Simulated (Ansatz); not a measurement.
# H$_{3}$OSi$_{2}$ (charge +1): what the fields show

Input

```
crystal:
  periodic: [false, false, false]
  atoms:
    - { symbol: O, position_ang: [-1.19525, -1.26737, -0.55535] }
    - { symbol: Si, position_ang: [-0.32397, -1.02416, 0.76225] }
    - { symbol: Si, position_ang: [0.97366, 0.78355, 0.10809] }
    - { symbol: H, position_ang: [-1.92471, -1.83371, -0.8042] }
    - { symbol: H, position_ang: [1.7564, 1.68084, -0.775] }
    - { symbol: H, position_ang: [0.71387, 1.66085, 1.26421] }
total_charge: 1
basis:
  gaussian: { orbitals: def2-SVP }
hamiltonian:
  xc: cam_b3lyp
  dispersion: d4
relax:
  f_tol: 0.015
  max_steps: 40
output:
  orbitals: {}
```

Command:

```sh
ansatz run input.yaml --threads 1 --pin off --max-ram 2048MiB --backend cpu --events-out ev --progress --plain --runs-dir out
```

The fields are those of the relaxed geometry.

Computed with RKS CAM-B3LYP-D4/def2-SVP (Ansatz).

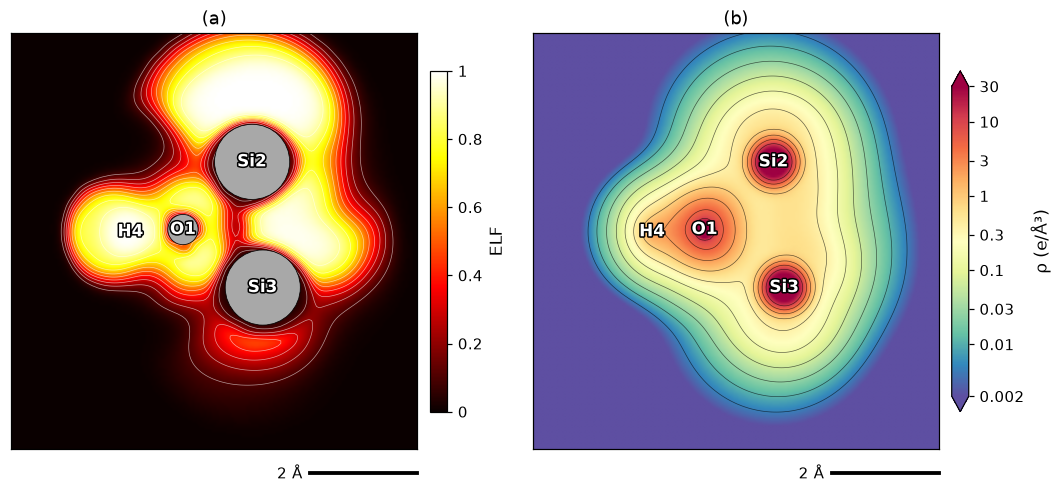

Figure 1. (a) ELF; (b) total electron density on the plane of atoms Si2, O1 and H4. Grey discs cover the atomic cores in the ELF map.

**Interpret the plot.**

- Atoms in the plane: O, Si and H.
- Si–O (1.80 Å): ρ is about 0.74 e/Å³ halfway; the ELF peaks at about 0.85 between the atoms (a polar covalent bond).
- Si–Si (2.35 Å): the density is about 0.56 e/Å³ at the midpoint; the ELF peaks at about 0.85 between the atoms (localised, covalent bonding).
- O–H (0.98 Å): ρ is about 3.6 e/Å³ halfway; the ELF climbs to about 1 towards the hydrogen, as it does in any bond to H (a covalent bond by its length).
- The ELF also peaks beside Si2, away from the bonds: lone-pair regions.

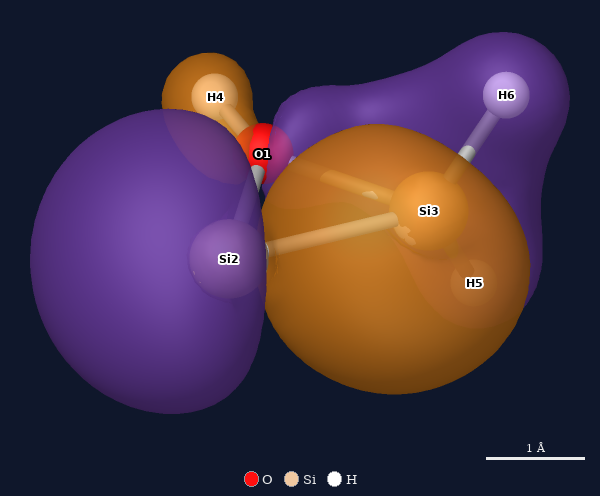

Figure 2. The HOMO at ±0.08 Å⁻³ᐟ² (orange and purple are the two phases), seen at an oblique angle.

**What is the character of this orbital?**

Its weight (Hirshfeld) is mainly on Si2 (about 55 %) and Si3 (about 35 %). Its energy is −13.60 eV.
